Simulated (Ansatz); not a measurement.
# ClF2H4W (doublet): what the fields show

Input file:

```
crystal:
  periodic: [false, false, false]
  atoms:
    - { symbol: W, position_ang: [0.000133, 0.183405, -0.274889] }
    - { symbol: Cl, position_ang: [-0.001067, -0.453835, 3.255382] }
    - { symbol: H, position_ang: [1.481377, -0.612938, -0.150344] }
    - { symbol: F, position_ang: [0.000743, 1.715777, 0.808348] }
    - { symbol: H, position_ang: [-1.480517, -0.613608, -0.146901] }
    - { symbol: H, position_ang: [0.002168, -1.412889, 0.280482] }
    - { symbol: F, position_ang: [-0.001624, 0.457367, -2.125231] }
    - { symbol: H, position_ang: [-0.001213, 0.866723, 3.453153] }
magnetization:
  spin_polarized: true
  initial_magnetization: 1
basis:
  gaussian: { orbitals: def2-SVP }
hamiltonian:
  xc: b3lyp
relax:
  f_tol: 0.03
  max_steps: 50
output:
  orbitals: {}
```

Launched as:

```sh
ansatz run input.yaml --threads 4 --pin off --max-ram 5120MiB --backend cpu --events-out ev --progress --plain --runs-dir out
```

The fields are those of the run's last geometry, not of the input's.

Core potentials replace the inner electrons of W.

These are results of UKS B3LYP/def2-SVP in Ansatz, not measurements.

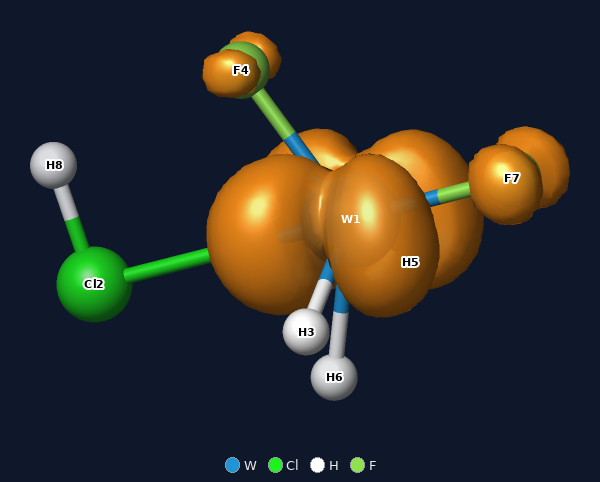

Figure 1. Isosurfaces of the spin density at +0.04 (orange) and −0.04 e/Å³ (purple), seen at a tilt.

> Describe the spin distribution.

The unpaired spin (1 electron) lies mostly on W1 (about 0.9) and F7 (about 0.1), in electrons by Hirshfeld's partition.

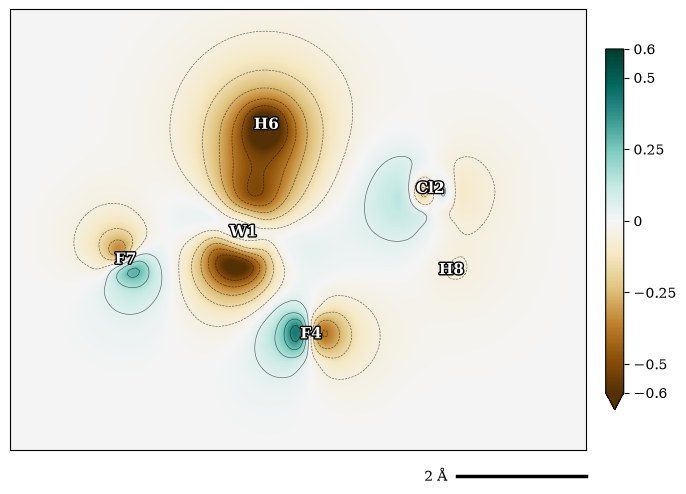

Figure 2. The HOMO (β) on the plane of atoms F4, W1 and H6 (values in Å⁻³ᐟ²; the overall sign is arbitrary).

> Where does this orbital lie, and at what energy?

Its weight (Hirshfeld) is mainly on W1 (about 50 %), H6 (about 25 %), H3 (about 10 %) and H5 (about 10 %). Its energy is −8.13 eV.

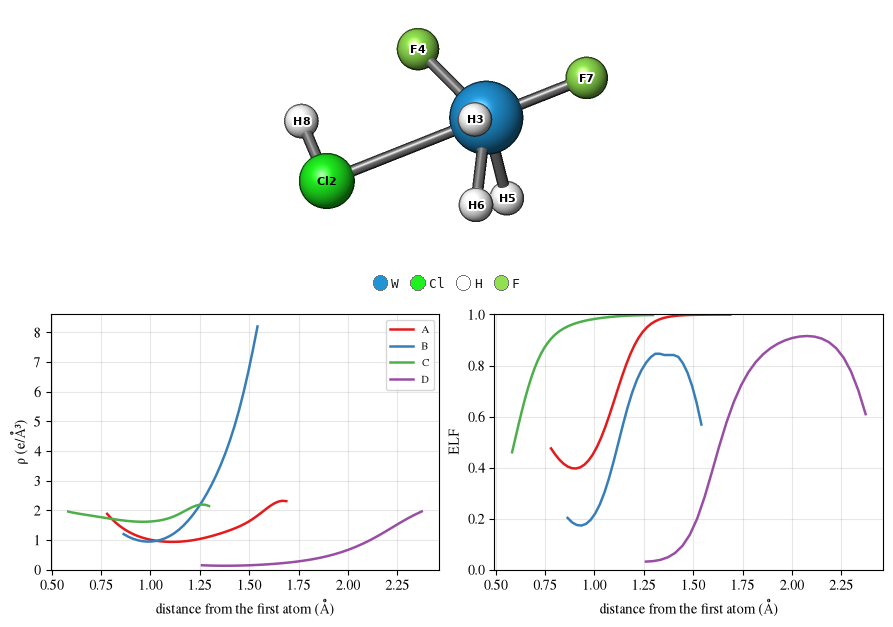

Figure 3. Electron density and ELF along straight lines between neighbouring atoms. The curves leave out the atomic cores. The structure is drawn too.

> Which curve belongs to which contact (Cl–H, W–Cl, W–F and W–H)? The first atom named is at distance zero.

Curve A: W–H (1.69 Å): ρ at the midpoint is about 1.5 e/Å³; the ELF climbs to about 1 towards the hydrogen. Curve B: W–F (1.87 Å): the density is about 0.99 e/Å³ at the midpoint; the ELF peaks at about 0.85 in the valence shell of F, 0.6 Å from its nucleus, and drops to about 0.15 between the two atoms. Curve C: Cl–H (1.30 Å): ρ is about 1.9 e/Å³ halfway; the ELF climbs to about 1 towards the hydrogen. Curve D: W–Cl (2.97 Å): the density is about 0.14 e/Å³ at the midpoint; the ELF peaks at about 0.90 in the valence shell of Cl, 0.9 Å from its nucleus, and is about 0.15 at the midpoint.
